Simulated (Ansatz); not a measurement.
# BNH4 (SMILES BN): methods side by side

BNH4: 6 atoms, total charge 0, spin state singlet. As SMILES, `BN`. The coordinates come from a PBE0-D4/def2-TZVP relaxation.

```xyz
6

B    -0.1282   -0.6796   -0.0256
N     0.1461    0.6774    0.0108
H     0.2258   -1.3680    0.8875
H    -0.7120   -1.1287   -0.9692
H    -0.1216    1.3137   -0.7208
H     0.6320    1.1214    0.7713
```

Each level gives the energy change with the B1–H3 bond stretched from 1.197 to 2.993 Å (eV). The values are calculated.

| level | kind | program | value (eV) | less FCI/STO-3G | CPU time (all runs) |
| --- | --- | --- | --- | --- | --- |
| HF/STO-3G (restricted) | Hartree–Fock | Ansatz | 10.19 | +4.55 | 0.13 s |
| SVWN5/STO-3G (restricted) | LDA | Ansatz | 7.47 | +1.83 | 1.1 s |
| PBE/STO-3G (restricted) | GGA | Ansatz | 7.18 | +1.54 | 1.7 s |
| revPBE/STO-3G (restricted) | GGA | Ansatz | 7.07 | +1.43 | 1.7 s |
| r2SCAN0/STO-3G (restricted) | hybrid meta-GGA | Ansatz | 8.31 | +2.67 | 3.8 s |
| B2PLYP/STO-3G (restricted) | double hybrid | Ansatz | 7.51 | +1.87 | 2.1 s |
| CCSD(T)/STO-3G (restricted) | coupled cluster or CI | Ansatz | 5.59 | -0.05 | 0.21 s |
| CCSDT(Q)/STO-3G (restricted) | coupled cluster or CI | Ansatz | 5.66 | +0.02 | 0.46 s |
| FCI/STO-3G | exact in the basis | Ansatz | 5.64 | 0.00 | 7.8 s |

FCI/STO-3G is exact within its basis and frozen core, so for wave-function methods in that basis the difference is their error; functionals converge differently with the basis, so for them it is only a difference. Spin-restricted single references rise too steeply as a bond breaks, Hartree–Fock most of all. Perturbation and coupled-cluster corrections on them can overshoot downwards. The first shape isn't each level's own minimum. The values span 5.59 to 10.19 eV. All rows use very small basis sets, so even the best lies far from the true value. CPU times are rough (shared hosts, several kinds of processor): they show what a rung costs within a factor of a few.

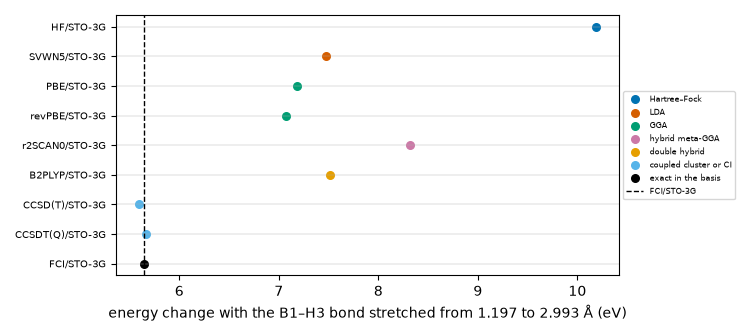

The values of the table, level by level.
